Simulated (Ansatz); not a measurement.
## Run report: SnH₅ClF₂, nudged elastic band

The run: nudged elastic band of SnH₅ClF₂. Method and program: RKS revPBE-D4/def2-SVP (Ansatz 0.2.0).

It belongs to a series of runs on one base structure; here: band between the two ends. Figures and captions count atoms from 1; the log counts them from 0 in places.

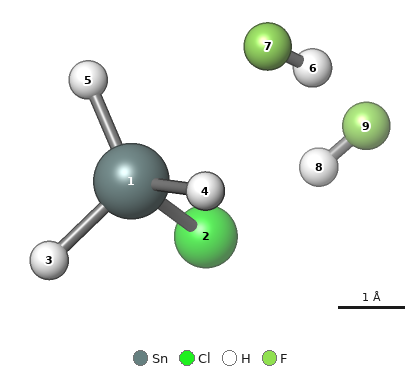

*The starting structure (ball-and-stick view, seen at a tilt; atoms are numbered from 1 in the order of the input). Sticks mark near contacts.*

Results in brief:

```tsv
quantity	value
outcome	converged
barrier, forward	0.525 eV
barrier, backward	0.273 eV
hardware	2 threads of Arm Neoverse V1, 24 GiB of memory available, shared host
wall time	93 s (CPU time 3 min)
peak memory	0.14 GiB
```

Notes:

The order of the saddle point was not checked.

Input file:
```yaml
crystal:
  periodic: [false, false, false]
  atoms:
    - { symbol: Sn, position_ang: [-0.992941, -1.144193, -0.061047] }
    - { symbol: Cl, position_ang: [1.454437, -1.178079, -0.149584] }
    - { symbol: H, position_ang: [-1.271188, -2.85505, -0.002798] }
    - { symbol: H, position_ang: [-1.415666, -0.399431, 1.425214] }
    - { symbol: H, position_ang: [-1.544783, -0.476815, -1.540181] }
    - { symbol: H, position_ang: [0.402451, 1.89012, 0.003492] }
    - { symbol: F, position_ang: [-0.520365, 1.726782, -0.206377] }
    - { symbol: H, position_ang: [1.938274, 0.740473, 0.197106] }
    - { symbol: F, position_ang: [1.94968, 1.696293, 0.333977] }
basis:
  gaussian: { orbitals: def2-SVP }
hamiltonian:
  xc: revpbe
  dispersion: d4
neb:
  order_check: false
  images: 5
  f_tol: 0.05
  max_iterations: 60
  final_atoms:
    - { symbol: Sn, position_ang: [-1.31289736, -0.69030246, -0.19088969] }
    - { symbol: Cl, position_ang: [2.11528916, -1.0228637, 0.72784445] }
    - { symbol: H, position_ang: [-0.63512165, -2.07005143, -0.95193866] }
    - { symbol: H, position_ang: [-1.09495158, -0.49899932, 1.5009144] }
    - { symbol: H, position_ang: [-2.92425724, -0.33972085, -0.71193655] }
    - { symbol: H, position_ang: [0.75476651, 1.57868561, -0.28225232] }
    - { symbol: F, position_ang: [-0.35175199, 0.88807309, -1.02488637] }
    - { symbol: H, position_ang: [1.97981145, 0.29875366, 0.61088758] }
    - { symbol: F, position_ang: [1.4690117, 1.8565254, 0.32205918] }
  initial_path:
    images:
      - { positions_ang: [[-0.992941, -1.144193, -0.061047], [1.454437, -1.178079, -0.149584], [-1.271188, -2.85505, -0.002798], [-1.415666, -0.399431, 1.425214], [-1.544783, -0.476815, -1.540181], [0.402451, 1.89012, 0.003492], [-0.520365, 1.726782, -0.206377], [1.938274, 0.740473, 0.197106], [1.94968, 1.696293, 0.333977]] }
      - { positions_ang: [[-1.05712348, -1.06444717, -0.0590705], [1.47050788, -1.1067682, 0.16283071], [-1.08175528, -2.67756189, -0.29736132], [-1.41388494, -0.55274865, 1.49490243], [-1.86151496, -0.37645276, -1.31415185], [0.52283855, 1.79809861, -0.14403305], [-0.43505541, 1.52036086, -0.39721582], [1.94708878, 0.72698716, 0.30461879], [1.90879787, 1.73263205, 0.24928261]] }
      - { positions_ang: [[-1.12130596, -0.98470135, -0.057094], [1.48657876, -1.0354574, 0.47524542], [-0.89232256, -2.50007378, -0.59192464], [-1.41210387, -0.70606631, 1.56459085], [-2.17824692, -0.27609051, -1.08812269], [0.64322609, 1.70607721, -0.29155811], [-0.34974583, 1.31393971, -0.58805464], [1.95590357, 0.71350132, 0.41213158], [1.86791573, 1.7689711, 0.16458823]] }
      - { positions_ang: [[-1.18548844, -0.90495552, -0.0551175], [1.50264965, -0.96414659, 0.78766014], [-0.70288984, -2.32258568, -0.88648795], [-1.41032281, -0.85938396, 1.63427928], [-2.49497889, -0.17572827, -0.86209354], [0.76361364, 1.61405582, -0.43908316], [-0.26443624, 1.10751857, -0.77889346], [1.96471835, 0.70001548, 0.51964437], [1.8270336, 1.80531016, 0.07989384]] }
      - { positions_ang: [[-1.22795808, -0.8334045, -0.1003749], [1.70686282, -0.98371896, 0.76772157], [-0.68030044, -2.23840759, -0.90830486], [-1.30519907, -0.73925575, 1.58982432], [-2.63807167, -0.23039247, -0.81204121], [0.76066459, 1.60226575, -0.38680621], [-0.29354149, 1.03437008, -0.8608911], [1.96974938, 0.56626154, 0.55005877], [1.70769296, 1.8223819, 0.16061562]] }
      - { positions_ang: [[-1.27042772, -0.76185348, -0.1456323], [1.91107599, -1.00329133, 0.74778301], [-0.65771105, -2.15422951, -0.93012176], [-1.20007533, -0.61912753, 1.54536936], [-2.78116445, -0.28505666, -0.76198888], [0.75771555, 1.59047568, -0.33452927], [-0.32264674, 0.96122158, -0.94288873], [1.97478042, 0.4325076, 0.58047318], [1.58835233, 1.83945365, 0.2413374]] }
      - { positions_ang: [[-1.31289736, -0.69030246, -0.19088969], [2.11528916, -1.0228637, 0.72784445], [-0.63512165, -2.07005143, -0.95193866], [-1.09495158, -0.49899932, 1.5009144], [-2.92425724, -0.33972085, -0.71193655], [0.75476651, 1.57868561, -0.28225232], [-0.35175199, 0.88807309, -1.02488637], [1.97981145, 0.29875366, 0.61088758], [1.4690117, 1.8565254, 0.32205918]] }
```

Command:
```bash
ansatz run input.yaml --threads 2 --pin off --max-ram 3072MiB --backend cpu --events-out ev --progress --plain --runs-dir out
```

Output:
```
Engine: ansatz 0.2.0, aarch64-unknown-linux-gnu
Functional definition: revPBE
  parameter kappa = 1.245
  parameter beta = 0.06672455060314922
  exchange = pbe_x(kappa = kappa, mu = beta*pi^2/3)
  correlation = pbe_c(beta = beta)
1072 factors; their error is unknown
mean field evaluation 1: about -23855.9319 eV, gradient 4.2e1 eV
mean field evaluation 2: about -23851.9086 eV, gradient 6.8e1 eV
mean field evaluation 4: about -23858.8266 eV, gradient 2.0e0 eV
mean field evaluation 8: about -23858.8350 eV, gradient 3.4e-2 eV
mean field evaluation 16: about -23858.7967 eV, gradient 3.5e-5 eV
mean field -23858.79668366 eV, -876.7946060513 hartree, gradient 3.5e-5 eV, S^2 0.000000; 0 other end points of the search recorded, 0 dependent functions left out
the calculation of the forces begins
reference -23858.79673132 eV, -876.7946078026 hartree; 31, 31 occupied and 66, 66 virtual orbitals, 1072 factors
1072 factors; their error is unknown
mean field -23858.55057595 eV, -876.7855617598 hartree, gradient 3.8e-5 eV, S^2 0.000000; 0 other end points of the search recorded, 0 dependent functions left out
[... from here on the field's lines of each further geometry are left out, up to the last ...]
NEB iter   1: max|band force component| = 1.595e0 eV/Å  barrier→ = 0.8846 eV  barrier← = 0.6327 eV  Δτ_max = 0.2000 Å  (177 SCF iters)
NEB iter   2: max|band force component| = 1.091e0 eV/Å  barrier→ = 0.6432 eV  barrier← = 0.3913 eV  Δτ_max = 0.2000 Å  (153 SCF iters)
NEB iter   3: max|band force component| = 6.436e-1 eV/Å  barrier→ = 0.5771 eV  barrier← = 0.3252 eV  Δτ_max = 0.1061 Å  (137 SCF iters)
NEB iter   4: max|band force component| = 4.365e-1 eV/Å  barrier→ = 0.4982 eV  barrier← = 0.2463 eV  CI = image 3  Δτ_max = 0.1934 Å  (136 SCF iters)
NEB iter   5: max|band force component| = 5.426e-1 eV/Å  barrier→ = 0.5397 eV  barrier← = 0.2878 eV  CI = image 3  Δτ_max = 0.0696 Å  (136 SCF iters)
NEB iter   6: max|band force component| = 3.966e-1 eV/Å  barrier→ = 0.5317 eV  barrier← = 0.2797 eV  CI = image 3  Δτ_max = 0.0663 Å  (135 SCF iters)
NEB iter   7: max|band force component| = 3.295e-1 eV/Å  barrier→ = 0.5270 eV  barrier← = 0.2751 eV  CI = image 3  Δτ_max = 0.0344 Å  (136 SCF iters)
NEB iter   8: max|band force component| = 1.989e-1 eV/Å  barrier→ = 0.5258 eV  barrier← = 0.2739 eV  CI = image 3  Δτ_max = 0.0389 Å  (137 SCF iters)
NEB iter   9: max|band force component| = 8.168e-2 eV/Å  barrier→ = 0.5251 eV  barrier← = 0.2731 eV  CI = image 3  Δτ_max = 0.0372 Å  (136 SCF iters)
NEB iter  10: max|band force component| = 5.411e-2 eV/Å  barrier→ = 0.5249 eV  barrier← = 0.2729 eV  CI = image 3  Δτ_max = 0.0117 Å  (137 SCF iters)
the calculation of the forces begins
reference -23858.53855344 eV, -876.7851199406 hartree; 31, 31 occupied and 66, 66 virtual orbitals, 1072 factors
1072 factors; their error is unknown
mean field evaluation 544: about -23858.2185 eV, gradient 1.2e-3 eV
mean field -23858.21850944 eV, -876.7733585406 hartree, gradient 9.2e-6 eV, S^2 0.000000; 1 other end points of the search recorded, 0 dependent functions left out
the calculation of the forces begins
reference -23858.21855729 eV, -876.7733602991 hartree; 31, 31 occupied and 66, 66 virtual orbitals, 1072 factors
NEB iter  11: max|band force component| = 1.814e-2 eV/Å  barrier→ = 0.5248 eV  barrier← = 0.2728 eV  CI = image 3  Δτ_max = 0.0000 Å  (256 SCF iters)
```

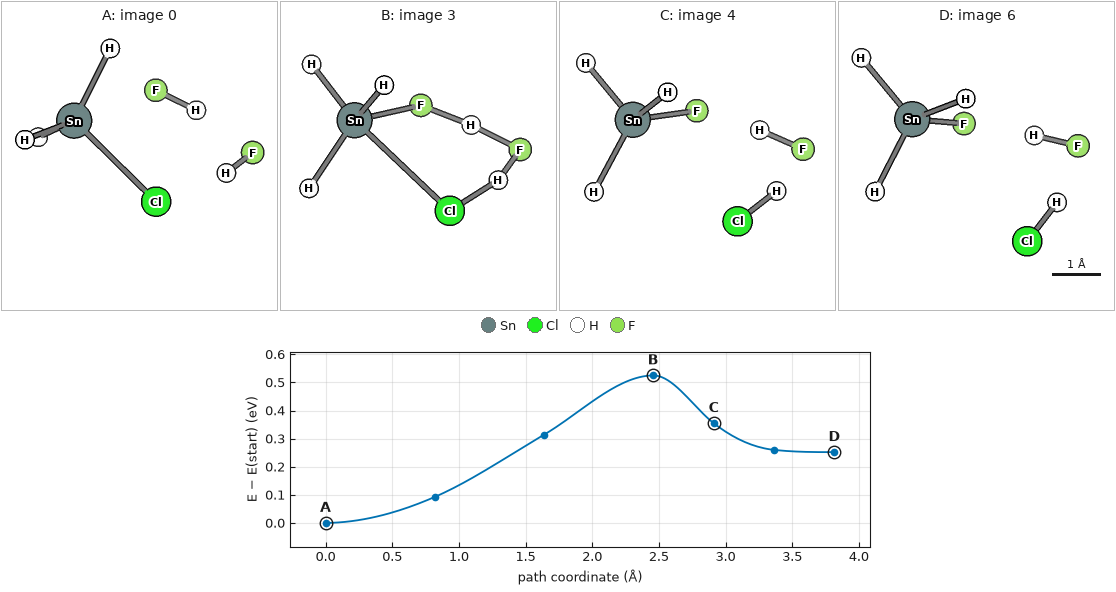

*Images of the last band (counted from 0; ball-and-stick, seen at a tilt) above the energy along the path; the line is a cubic interpolation that uses the forces.*

The highest image is number 3, 0.525 eV above the start and 0.273 eV above the end (the climbing image); the end lies 0.252 eV above the start. The path is 3.82 Å long. The band converged in 11 iterations.

```
Total energy: -23858.69118038 eV, -876.7907288774 hartree
Atom 0 at    -1.104140    -0.809182    -0.063710 Å, force    -0.005975    -0.000315    -0.000986 eV/Å
Atom 1 at     1.588107    -0.913250     0.670196 Å, force     0.004572    -0.004887     0.000393 eV/Å
Atom 2 at    -0.639979    -2.284921    -0.826139 Å, force    -0.000518     0.004710     0.003710 eV/Å
Atom 3 at    -1.408833    -0.735307     1.628671 Å, force     0.003056    -0.001145    -0.001427 eV/Å
Atom 4 at    -2.483682    -0.190914    -0.929558 Å, force     0.001809    -0.003107     0.002846 eV/Å
Atom 5 at     0.715496     1.490672    -0.342452 Å, force    -0.011752     0.003715    -0.007703 eV/Å
Atom 6 at    -0.277333     1.097459    -0.737724 Å, force     0.013511     0.002535    -0.001867 eV/Å
Atom 7 at     1.859381     0.626410     0.452856 Å, force    -0.009004     0.000864    -0.002916 eV/Å
Atom 8 at     1.750882     1.719132     0.147662 Å, force     0.004300    -0.002370     0.007949 eV/Å
Dipole moment:    -0.427131    -0.140540    -0.021582 e Å
this run last wrote the band of iteration 11 to [file]
```

The last band as extended XYZ (Å, eV, eV/Å):
```
9
Properties=species:S:1:pos:R:3:forces:R:3 image=0 energy=-23859.21590
Sn   -0.9929   -1.1442   -0.0610   -0.0080   0.0021   0.0035
Cl    1.4544   -1.1781   -0.1496    0.0077  -0.0030  -0.0031
H    -1.2712   -2.8550   -0.0028    0.0006   0.0001   0.0019
H    -1.4157   -0.3994    1.4252    0.0020   0.0014  -0.0030
H    -1.5448   -0.4768   -1.5402    0.0003  -0.0023  -0.0008
H     0.4025    1.8901    0.0035    0.0006  -0.0007   0.0000
F    -0.5204    1.7268   -0.2064   -0.0009   0.0031  -0.0012
H     1.9383    0.7405    0.1971    0.0017  -0.0017  -0.0076
F     1.9497    1.6963    0.3340   -0.0041   0.0009   0.0102
9
Properties=species:S:1:pos:R:3:forces:R:3 image=1 energy=-23859.12328
Sn   -1.0449   -1.1112   -0.0105   -0.0061  -0.0317  -0.0030
Cl    1.4158   -1.0809    0.0887    0.0009  -0.0215  -0.0869
H    -1.1306   -2.8183   -0.2861   -0.0598  -0.0538   0.0817
H    -1.5060   -0.6518    1.5818    0.0026   0.0260  -0.0196
H    -1.8284   -0.2921   -1.2983    0.0879  -0.0376  -0.0604
H     0.5169    1.8033   -0.2296   -0.0294   0.0531   0.0311
F    -0.3827    1.5680   -0.4838   -0.0095   0.0643   0.0569
H     1.9715    0.8075    0.3255    0.0050  -0.0056  -0.0184
F     1.9883    1.7755    0.3121    0.0084   0.0067   0.0187
9
Properties=species:S:1:pos:R:3:forces:R:3 image=2 energy=-23858.90199
Sn   -1.0554   -0.9848   -0.0068    0.0085  -0.0671   0.0137
Cl    1.4417   -1.0021    0.3986   -0.0452  -0.0349  -0.1036
H    -0.8974   -2.6029   -0.5960   -0.0898  -0.1107   0.0840
H    -1.4996   -0.7688    1.6434   -0.0272  -0.0147  -0.0029
H    -2.1639   -0.1847   -1.0700    0.1232   0.0026  -0.0438
H     0.5927    1.6305   -0.3562   -0.0538   0.0499  -0.0085
F    -0.2939    1.3347   -0.6652    0.0059   0.0908   0.0336
H     1.9490    0.8025    0.4083    0.0268   0.0691  -0.0178
F     1.9267    1.7756    0.2437    0.0517   0.0149   0.0453
9
Properties=species:S:1:pos:R:3:forces:R:3 image=3 energy=-23858.69113
Sn   -1.1041   -0.8092   -0.0637   -0.0060  -0.0003  -0.0010
Cl    1.5881   -0.9133    0.6702    0.0046  -0.0049   0.0004
H    -0.6400   -2.2849   -0.8261   -0.0005   0.0047   0.0037
H    -1.4088   -0.7353    1.6287    0.0031  -0.0011  -0.0014
H    -2.4837   -0.1909   -0.9296    0.0018  -0.0031   0.0028
H     0.7155    1.4907   -0.3425   -0.0118   0.0037  -0.0077
F    -0.2773    1.0975   -0.7377    0.0135   0.0025  -0.0019
H     1.8594    0.6264    0.4529   -0.0090   0.0009  -0.0029
F     1.7509    1.7191    0.1477    0.0043  -0.0024   0.0079
9
Properties=species:S:1:pos:R:3:forces:R:3 image=4 energy=-23858.86092
Sn   -1.2259   -0.7623   -0.1126   -0.1135   0.0480  -0.0507
Cl    1.7617   -0.9107    0.7086    0.1428   0.0045   0.0601
H    -0.6023   -2.1826   -0.8587    0.0421   0.0819  -0.0132
H    -1.3522   -0.7192    1.6024    0.0322   0.0357  -0.0315
H    -2.6840   -0.2639   -0.8911   -0.1688  -0.0613   0.0056
H     0.8285    1.5774   -0.2979    0.1076   0.0898   0.0277
F    -0.3358    0.9792   -0.7520   -0.0339  -0.1191  -0.0218
H     1.9033    0.4418    0.4903    0.0321  -0.1685   0.0506
F     1.7066    1.8403    0.1106   -0.0407   0.0889  -0.0268
9
Properties=species:S:1:pos:R:3:forces:R:3 image=5 energy=-23858.95598
Sn   -1.3284   -0.7258   -0.1627   -0.0188   0.0077  -0.0084
Cl    1.9798   -0.9780    0.7871    0.0325  -0.0113   0.0193
H    -0.5848   -2.0638   -0.9379    0.0025   0.0188  -0.0101
H    -1.2690   -0.6397    1.5518    0.0096   0.0153  -0.0121
H    -2.8926   -0.3615   -0.8042   -0.0260  -0.0155   0.0107
H     0.8323    1.6089   -0.2960   -0.0015   0.0005  -0.0027
F    -0.3862    0.9380   -0.8395   -0.0047  -0.0086  -0.0122
H     1.9911    0.3401    0.5532    0.0106  -0.0155   0.0113
F     1.6577    1.8819    0.1479   -0.0041   0.0085   0.0043
9
Properties=species:S:1:pos:R:3:forces:R:3 image=6 energy=-23858.96398
Sn   -1.3129   -0.6903   -0.1909    0.0033  -0.0006   0.0006
Cl    2.1153   -1.0229    0.7278   -0.0009   0.0048   0.0001
H    -0.6351   -2.0701   -0.9519   -0.0023   0.0024   0.0023
H    -1.0950   -0.4990    1.5009    0.0003  -0.0012  -0.0029
H    -2.9243   -0.3397   -0.7119    0.0003  -0.0001  -0.0002
H     0.7548    1.5787   -0.2823    0.0201   0.0075   0.0171
F    -0.3518    0.8881   -1.0249   -0.0018  -0.0012  -0.0013
H     1.9798    0.2988    0.6109    0.0006  -0.0059  -0.0005
F     1.4690    1.8565    0.3221   -0.0196  -0.0057  -0.0154
```
